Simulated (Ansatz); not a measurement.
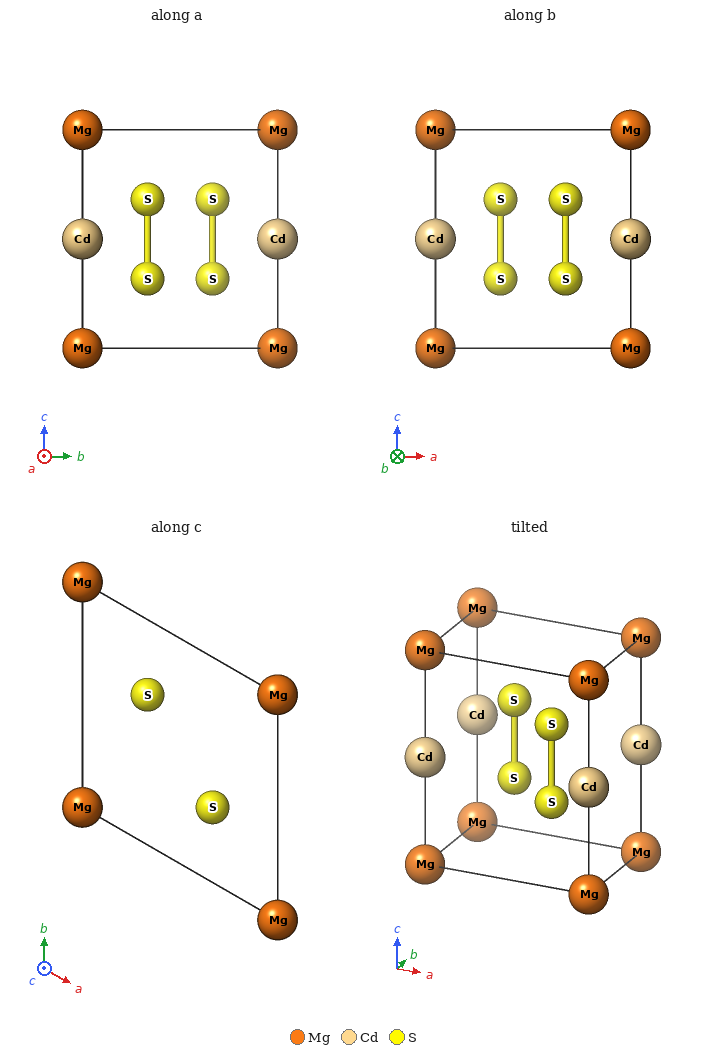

A ball-and-stick rendering, viewed along the a axis, along the b axis, along the c axis and slightly off an axis. The edges of the conventional unit cell are marked.

Lattice parameters: a = 5.574 Å, b = 5.574 Å, c = 5.402 Å, α = 90.00°, β = 90.00°, γ = 120.00°. Put a along x and b in the xy plane.

### Express the structure as a POSCAR file, with free fractional coordinates to two decimals.

```
Mg Cd S
1.0
     5.574    0.000    0.000
    -2.787    4.827    0.000
     0.000    0.000    5.402
Mg Cd S
1 1 4
Direct
  0.00 0.00 0.00
  0.00 0.00 0.50
  0.3333 0.6667 0.68
  0.3333 0.6667 0.32
  0.6667 0.3333 0.32
  0.6667 0.3333 0.68
```

Origin of the cell: a random cell made by a generator, so it need not be a real form of the compound. What is shown is the relaxed result from DFT PBE, scalar-relativistic, plane waves, PAW (Ansatz 0.2.0).
